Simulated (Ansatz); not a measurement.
Structure data:

```
Co
1.0
     2.49338    0.00000    0.00000
    -1.24669    2.15933    0.00000
     0.00000    0.00000    4.03106
Co
2
Direct
  0.33333 0.66667 0.75000
  0.66667 0.33333 0.25000
```

**What would you see if this were drawn?**

The element is cobalt. The structure has P6_3/mmc (No. 194) symmetry and a primitive hexagonal lattice. Among the common structure types it is hexagonal close-packed (Mg type). The cell holds two atoms. Co bonds to twelve Co in an anticuboctahedral arrangement at 2.48 to 2.49 Å. The bonds build a three-dimensional framework.

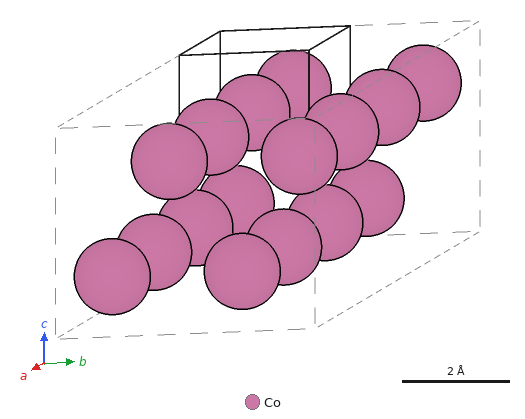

Spheres-only drawing of the structure, looking slightly off an axis. One conventional unit cell is drawn solid; the view covers 4×2×1 cells. Colours: cobalt pink.

The cell started as the standard structure of this element. Cell shown after relaxation with DFT PBE, scalar-relativistic, plane waves, PAW (Ansatz 0.2.0).
